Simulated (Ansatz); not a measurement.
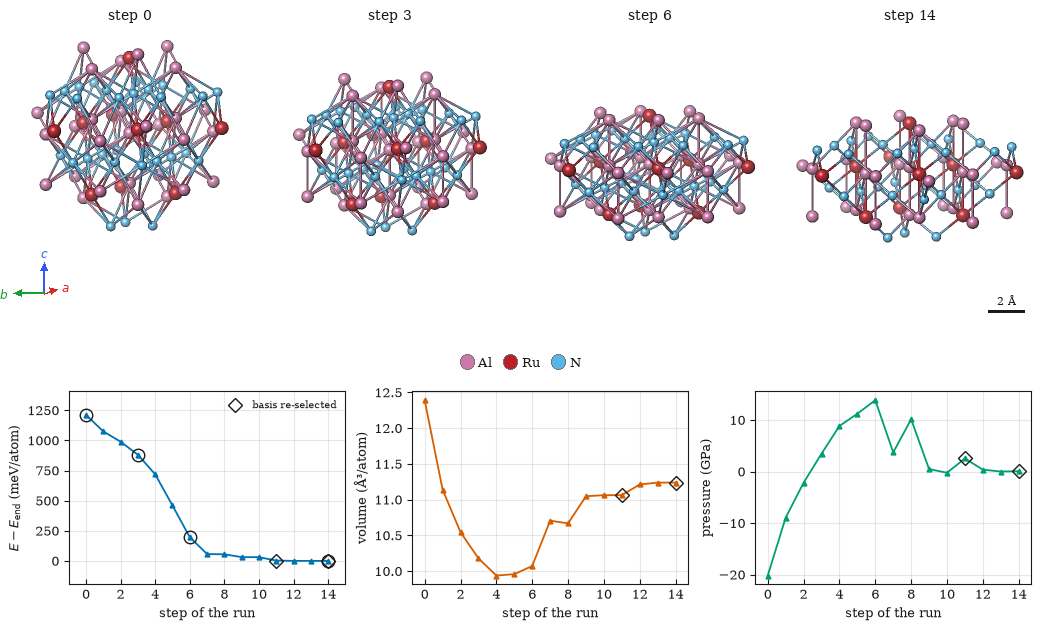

Frames of a relaxation of a crystal of Al$_{2}$RuN$_{3}$ (a generated structure, set up in R-3m) (coarse preliminary run), marked on the history of the run. A ball-and-stick model of the atoms within 5.8 Å of the atom that moves most (axes of the conventional cell (3 times the calculation's cell)), seen from a free direction. Lengths and directions refer to the drawn axes.

Level of theory: DFT PBE, scalar-relativistic, plane waves, PAW in Ansatz 0.2.0. (plane-wave cutoff 420 eV; k-point mesh 6 × 6 × 6; occupations gaussian; smearing width 0.1 eV; collinear spin; cell and atoms relaxed; force threshold 0.04 eV/Å; at most 70 steps)

Q: What happens along the run?

A: The energy falls by 1213 meV per atom in 12 accepted moves (14 points after the start). Largest force component: 0.16 eV/Å at the start, 0.0016 eV/Å at the end. The pressure goes from −20.17 to 0.09 GPa. At 2 points the geometry stayed and the basis and grid were re-selected for the new cell (energy shift of 28.2 meV per atom at most each time). The largest moves relative to the cell, 0.40 Å, are those of Al atoms. N and Ru stay in place. The volume changes by −9.3 %, with a = b 4.771 → 5.537 Å (+16.1 %), c 11.315 → 7.619 Å (−32.7 %). Among the contacts that change: Al–Ru 4.238 → 2.458 Å, Al–N 2.726 → 1.992 Å, Al–N 2.776 → 3.081 Å, N–Ru 2.335 → 2.041 Å. Bond angles that change, for instance: N–Ru–N 118.6° → 94.6°, N–Ru–N 61.4° → 85.4°. The space group stays R-3m (No. 166). The program noted that the starting moments weren't kept. The run may lie on a higher electronic state than the lowest, so the end point isn't shown to be the ground-state structure. From step 0 to 3: Al atoms move most (0.07 Å), volume −17.8 %, energy −331 meV per atom. From step 3 to 6: Al atoms move most (0.22 Å), volume −1.1 %, energy −684 meV per atom. From step 6 to 14: Al atoms move most (0.13 Å), volume +11.6 %, energy −197 meV per atom.

```
step  E − E(0), meV/atom  largest force component, eV/Å  pressure, GPa  volume, Å³/atom                      note
   0                0.00                         0.1579         -20.17           12.392                          
   1             -137.74                         0.2299          -8.93           11.142                          
   2             -222.78                         0.6873          -2.15           10.546                          
   3             -331.43                         1.3736           3.48           10.180                          
   4             -493.50                         2.0545           8.85            9.939                          
   5             -752.40                         2.2085          11.25            9.959                          
   6            -1015.70                         1.5602          13.86           10.073                          
   7            -1155.58                         0.7653           3.74           10.707                          
   8            -1157.89                         0.6837          10.16           10.669                          
   9            -1181.15                         0.1387           0.49           11.049                          
  10            -1181.64                         0.0014          -0.21           11.064                          
  11            -1209.87                         0.0031           2.55           11.064  same geometry, new basis
  12            -1212.47                         0.0027           0.39           11.214                          
  13            -1212.45                         0.0016           0.02           11.240                          
  14            -1212.99                         0.0016           0.09           11.240  same geometry, new basis
```
